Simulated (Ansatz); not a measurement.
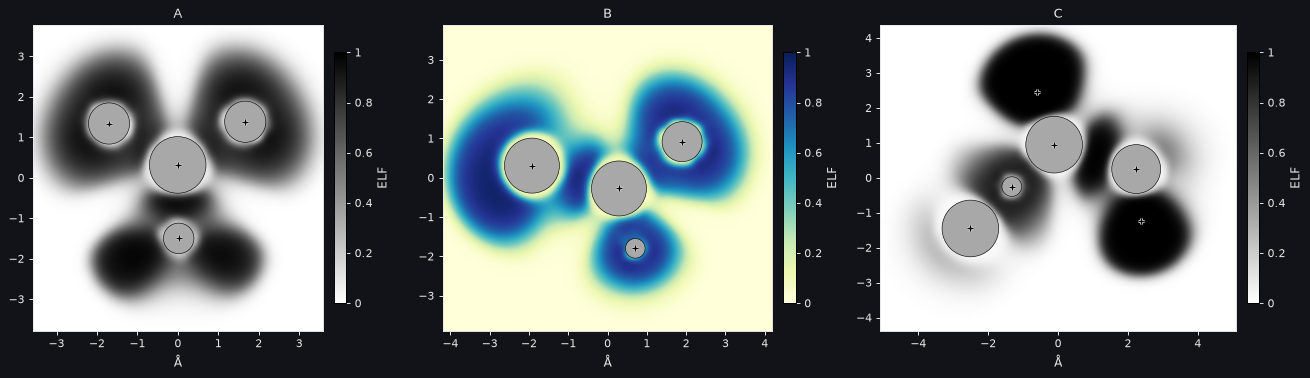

The ELF of 3 systems, each on a plane through atoms (crosses mark nuclei in the plane; grey discs cover the cores).

Level of theory: Ansatz 0.2.0, isolated molecule in a Gaussian basis; Kohn-Sham density functional theory, functional PBE0.

System 1: Al2FH5OSi (SMILES [F][AlH][O][AlH][SiH3]), the plane of atoms Si5, Al2 and H7. Geometry: PBE0-D3(BJ)/def2-SVP.

```xyz
10

Al    3.5016    1.2761   -0.1580
Al    1.3987   -0.2270    2.0367
F     3.6832    0.5501   -1.6426
O     2.4715    0.5592    0.9699
Si   -0.9760    0.3738    1.9741
H     4.2938    2.5984    0.1280
H     2.0185   -1.3030    3.0271
H    -1.4263    0.9115    3.3001
H    -1.2709    1.4123    0.9354
H    -1.8255   -0.8262    1.6781
```

System 2: CH3Cl2Si (SMILES C[Si+](Cl)Cl) (charge +1), the plane of atoms C1, Si4 and Cl3. Geometry: r2SCAN-D4/def2-SVP.

```xyz
7

C     0.4002    1.7324    1.2381
Cl   -1.6395    0.9736   -1.2698
Cl    1.4739   -0.3025   -1.1542
Si    0.0976    0.8563   -0.3236
H     1.4693    1.9786    1.3420
H     0.1201    1.0554    2.0684
H    -0.2253    2.6369    1.3032
```

System 3: ClFH2Si3 (charge +1, doublet), the plane of atoms Cl1, Si3 and Si4. Geometry: PBE0-D3(BJ)/def2-SVP.

```xyz
7

Cl    0.5952   -2.2888    1.6944
F    -0.5352    0.4303    1.2994
Si   -0.1262   -0.8726    0.4813
Si   -0.6185   -1.0120   -1.7509
Si    1.6720   -1.0221   -1.7266
H     2.5145   -2.0009   -0.9810
H     2.4393   -0.1854   -2.6887
```

**Which map belongs to which system?**

Panel A is system 2, CH3Cl2Si: the plane holds C, Cl and Si. C–Si (1.82 Å): the ELF peaks at about 0.95 between the atoms, as expected for localised, covalent bonding. Panel B is system 3, ClFH2Si3: the plane holds Cl, F and Si. Si–F (1.59 Å): the ELF peaks at about 0.85 in the valence shell of F, 0.6 Å from its nucleus, and is about 0.50 at the midpoint. Panel C is system 1, Al2FH5OSi: the plane holds Al, O, Si and H. Al–O (1.69 Å): the ELF peaks at about 0.85 in the valence shell of O, 0.6 Å from its nucleus, and is about 0.45 at the midpoint.
